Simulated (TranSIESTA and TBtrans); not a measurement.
Device: Ag chain with one Ir atom in place of Ag. Leads: straight Ag chain, spacing 2.65 Å. Geometry: 3 atoms about the centre moved by SIESTA (PBE, DZP) to a largest force of 0.02 eV/Å, all others as built, motion along the axis alone.

Computed with TranSIESTA and TBtrans, PBE, DZP numerical orbitals (energy shift 0.15 eV), PseudoDojo norm-conserving scalar-relativistic potentials, mesh cutoff 200 Ry, 300 K, spin-polarised (collinear), no spin-orbit coupling; self-consistent non-equilibrium Green functions.

Energies count from the leads' Fermi level. Transmissions are for each spin. The energy step is 0.01 eV; narrower resonances are cut or missed.

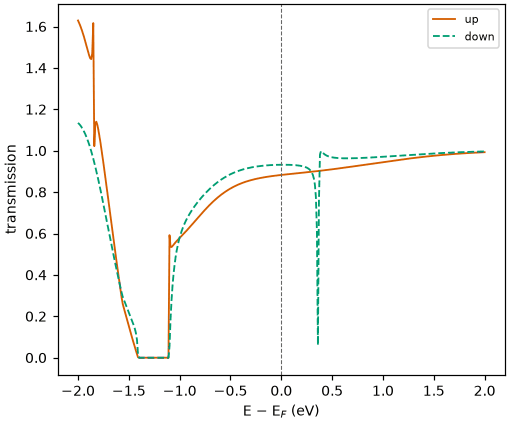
Fig. 1. Transmission against energy

```tsv
E (eV)	T up	T down	lead channels up	down
-2.00	1.63	1.13	band edge	band edge
-1.80	1.10	0.86	3	3
-1.60	0.39	0.38	3	3
-1.40	0	0	0	0
-1.20	0	0	0	0
-1.00	0.58	0.58	1	1
-0.80	0.69	0.77	1	1
-0.60	0.78	0.86	1	1
-0.40	0.84	0.91	1	1
-0.20	0.87	0.93	1	1
0.00	0.88	0.93	1	1
0.20	0.89	0.93	1	1
0.40	0.90	0.99	1	1
0.60	0.92	0.96	1	1
0.80	0.93	0.97	1	1
1.00	0.94	0.97	1	1
1.20	0.96	0.98	1	1
1.40	0.97	0.98	1	1
1.60	0.98	0.99	1	1
1.80	0.99	0.99	1	1
2.00	0.99	1.00	1	1
```

Moments were seeded on the central atoms alone, and one start was tried. The straight chain is held at its spacing; free chains may zigzag or dimerise. Spin-orbit coupling, left out here, matters for the heavy atoms.
